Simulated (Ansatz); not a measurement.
**GaBr+ (doublet): trial inputs and their diagnosis**

3 inputs are run for GaBr+ (doublet) as typed; the log has to tell whether the result can be used and what must change.

The runs use Ansatz 0.2.0, Gaussian basis; the settings change from run to run.

13 further runs of the same task are left out: 4 for a known fault of the program, 3 that didn't finish, 6 set aside as unsound or not needed. Runs told in other sessions of the task aren't counted.

## (1) The system

The geometry is a PBE0/def2-TZVP stationary point (not a proven minimum). No spin-orbit coupling is included. The filled d shell of Ga, Br may be among the frozen orbitals whatever the setting's name suggests.

2 atoms, charge 1, spin multiplicity 2.

Atoms are counted from 1 here; the program's logs count them from 0.

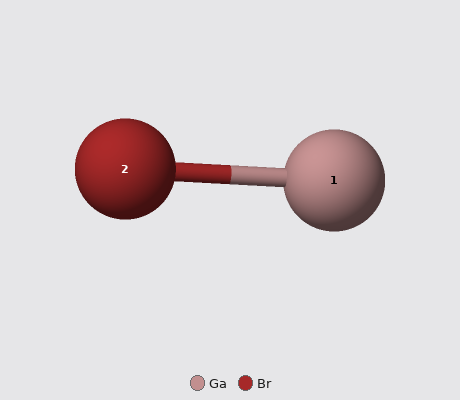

The structure; gallium pink, bromine red; atoms are numbered from 1 in the order of the file.

## (2) Try 1

Contents of in.yaml:

```yaml
crystal:
  periodic: [false, false, false]
  atoms:
    - {symbol: Ga, position_ang: [0.000000, 0.000000, 0.000000]}
    - {symbol: Br, position_ang: [0.000000, 0.000000, 2.245200]}
basis:
  gaussian: {orbitals: STO-3G}
total_charge: 1
magnetization: {spin_polarized: false, initial_magnetization: 7}
correlation: {method: fci, electrons: outside_noble_gas}
accuracy: high
```

Launch:

```sh
$ ansatz run in.yaml --threads 1 --pin off --events-out ev --progress --plain --max-ram 2393MiB
```

The log of the run, cut to the lines that bear on the results:

```text
Functional definition: HF
  name "HF"
  cite "Fock, Z. Phys. 61, 126 (1930) doi:10.1007/BF01340294"
  parent pbe
[...]
445 factors; integrals over basis functions are off by at most 4.4e-9 eV
[...]
mean field -120954.83191945 eV, -4445.0080869100 hartree, gradient 1.5e-8 eV, S^2 15.750000; 18 other end points of the search recorded, 0 dependent functions left out
[...]
determinant -120954.83191945 eV, -4445.0080869100 hartree, with singles and doubles -120954.83191945 eV, -4445.0080869100 hartree
determinant -120954.70941838 eV, -4445.0035850789 hartree, with singles and doubles -120954.70941838 eV, -4445.0035850789 hartree
determinant -120954.68269266 eV, -4445.0026029269 hartree, with singles and doubles -120954.68269266 eV, -4445.0026029269 hartree
determinant -120954.83191945 eV, -4445.0080869100 hartree, with singles and doubles -120954.83191945 eV, -4445.0080869100 hartree
determinant -120954.70941838 eV, -4445.0035850789 hartree, with singles and doubles -120954.70941838 eV, -4445.0035850789 hartree
determinant -120954.68269266 eV, -4445.0026029269 hartree, with singles and doubles -120954.68269266 eV, -4445.0026029269 hartree
28 core orbitals not correlated, not the lowest: weight in the atoms' cores, before any rotation towards them, 0.042 or more for the frozen orbitals, at most 1.000 for the correlated occupied ones
reference -120954.83191945 eV, -4445.0080869100 hartree; 8, 1 occupied and 0, 7 virtual orbitals, 445 factors
state -120954.83191945 eV, -4445.0080869100 hartree
Total energy: -120954.83191945 eV, -4445.0080869100 hartree
```

Wall time 3.4 s (1 thread of INTEL XEON PLATINUM 8581C at 2.30GHz, shared host).

Diagnosis: The run converged, which proves nothing about the input. Far too many unpaired electrons are asked for. Its energy belongs to the state of multiplicity 8, not to the doublet that was meant. Fix: set initial_magnetization to that of the wanted state.

## (3) Try 2

Contents of in.yaml:

```yaml
crystal:
  periodic: [false, false, false]
  atoms:
    - {symbol: Ga, position_ang: [0.000000, 0.000000, 0.000000]}
    - {symbol: Br, position_ang: [0.000000, 0.000000, 2.245200]}
basis:
  gaussian: {orbitals: cc-pVDZ}
total_charge: 1
magnetization: {spin_polarized: false, initial_magnetization: 1}
correlation: {method: sc_nevpt2, electrons: outside_noble_gas, active_space: {window: {electrons: 2, orbitals: 200}}}
```

Launched as before.

The log of the run:

```text
Functional definition: HF
  name "HF"
  cite "Fock, Z. Phys. 61, 126 (1930) doi:10.1007/BF01340294"
  parent pbe
  exchange = exact_x
  correlation = 0
639 factors; integrals over basis functions are off by at most 5.6e-4 eV
mean field evaluation 1: about -122322.3243 eV, gradient 2.3e1 eV
mean field evaluation 2: about -122322.3274 eV, gradient 2.3e1 eV
mean field evaluation 4: about -122324.8494 eV, gradient 1.5e0 eV
mean field evaluation 8: about -122324.9357 eV, gradient 1.0e-1 eV
mean field evaluation 16: about -122323.3201 eV, gradient 4.6e-2 eV
mean field evaluation 32: about -122324.9325 eV, gradient 7.4e-1 eV
mean field -122324.93592527 eV, -4495.3584804339 hartree, gradient 1.4e-6 eV, S^2 0.750000; 6 other end points of the search recorded, 0 dependent functions left out
reference -122324.93592527 eV, -4495.3584804339 hartree; 33, 32 occupied and 21, 22 virtual orbitals, 639 factors
Error: 2 electrons in 200 orbitals form no window around the highest filled level of the reference
```

It took 2.8 s on 1 thread of INTEL XEON PLATINUM 8581C at 2.30GHz, shared host.

**Diagnosis.** The run stopped with an error. The active window can't be built from these electrons and orbitals. To mend it, choose counts that fit the spin, the electrons and the basis.

## (4) Try 3

Contents of in.yaml:

```yaml
crystal:
  periodic: [false, false, false]
  atoms:
    - {symbol: Ga, position_ang: [0.000000, 0.000000, 0.000000]}
    - {symbol: Br, position_ang: [0.000000, 0.000000, 2.245200]}
basis:
  gaussian: {orbitals: cc-pVTZ}
total_charge: 1
magnetization: {spin_polarized: false, initial_magnetization: 1}
correlation: {method: fic_mrcisd_q, electrons: outside_noble_gas, active_space: {window: {electrons: 3, orbitals: 3}, states: [{multiplicity: 2, irrep: E1u, weights: [1]}]}}
scf: {omitted_lower_state_checks: [cluster_reference]}
```

The command is unchanged.

The log of the run:

```text
Functional definition: HF
  name "HF"
  cite "Fock, Z. Phys. 61, 126 (1930) doi:10.1007/BF01340294"
  parent pbe
  exchange = exact_x
  correlation = 0
these checks for a lower state are left out or cut short: cluster_reference
945 factors; integrals over basis functions are off by at most 1.6e-7 eV
mean field evaluation 1: about -122326.2603 eV, gradient 2.5e1 eV
mean field evaluation 2: about -122326.3235 eV, gradient 2.5e1 eV
mean field evaluation 4: about -122328.9126 eV, gradient 1.7e0 eV
mean field evaluation 8: about -122329.0030 eV, gradient 5.7e-1 eV
mean field evaluation 16: about -122329.0111 eV, gradient 1.4e-6 eV
mean field evaluation 32: about -122327.4499 eV, gradient 9.7e-1 eV
mean field -122329.01105335 eV, -4495.5082386287 hartree, gradient 1.8e-6 eV, S^2 0.750000; 5 other end points of the search recorded, 0 dependent functions left out
reference -122329.01105335 eV, -4495.5082386287 hartree; 33, 32 occupied and 53, 54 virtual orbitals, 945 factors
Error: the irrep E1u is not accepted for these orbitals, which take A1, B1, B2, A2, or 1 to 4
```

Wall time 4.7 s (1 thread of INTEL XEON PLATINUM 8581C at 2.30GHz, shared host).

**Diagnosis.** The run stopped with an error. The symmetry label isn't among those of the (sub)group in which the program labels its orbitals. Fix: name an irrep that the log lists.

## (5) How the runs ended

```
try                  level                ended                                                                                            cause   time
  1             FCI/STO-3G            converged                                                    far too many unpaired electrons are asked for  3.4 s
  2  NEVPT2(2,200)/cc-pVDZ  stopped by an error                               the active window can't be built from these electrons and orbitals  2.8 s
  3  MRCISD+Q(3,3)/cc-pVTZ  stopped by an error  the symmetry label isn't among those of the (sub)group in which the program labels its orbitals  4.7 s
```

1 converged, 2 stopped by an error. The input that converges on a wrong geometry or spin is the dangerous one: no error points at it, so geometry and ⟨S²⟩ have to be checked.
